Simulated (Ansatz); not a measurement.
```cif
data_structure
_symmetry_space_group_name_H-M 'P 1'
_symmetry_Int_Tables_number 1
_cell_length_a 7.4507
_cell_length_b 7.4507
_cell_length_c 7.4507
_cell_angle_alpha 90.000
_cell_angle_beta 90.000
_cell_angle_gamma 90.000
_cell_volume 413.61
loop_
_atom_site_label
_atom_site_type_symbol
_atom_site_fract_x
_atom_site_fract_y
_atom_site_fract_z
_atom_site_occupancy
Sn1 Sn 0.20847 0.50000 0.50000 1
Sn2 Sn 0.50000 0.20847 0.50000 1
Sn3 Sn 0.79153 0.50000 0.50000 1
Sn4 Sn 0.50000 0.79153 0.50000 1
Sn5 Sn 0.50000 0.50000 0.20847 1
Sn6 Sn 0.50000 0.50000 0.79153 1
Ru1 Ru 0.00000 0.00000 0.00000 1
```

Space group Pm-3m; a structure generated by program, which may or may not match a known phase; spin-polarised.

Theory: DFT PBE, scalar-relativistic, plane waves, PAW in Ansatz.

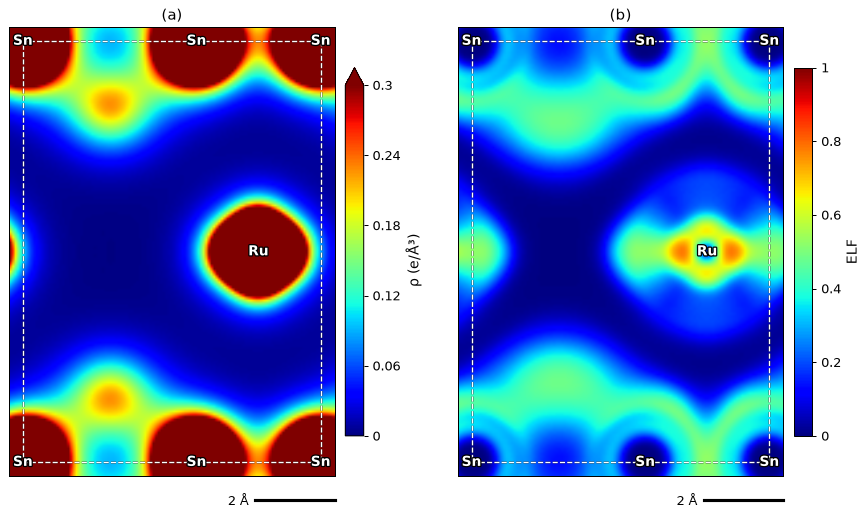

Sn6Ru. (a) valence charge density (pseudo); (b) electron localisation function on the (11̄0) plane of the conventional cell.

In a PAW calculation such maps are meaningful between the atoms, not at the nuclei.

### Describe what can be read from this map.

The plane passes through Sn and Ru nuclei. The density dies away to nearly zero in the voids. The features right at Ru lie inside the PAW spheres, where the map follows smoothed inner orbitals and isn't to be read closely.

### How are the moments arranged in this solution?

Parallel moments, as they must be, since the calculation's own cell holds one magnetic site; site moments Ru: +3.7 μB in one cell of 7 atoms.
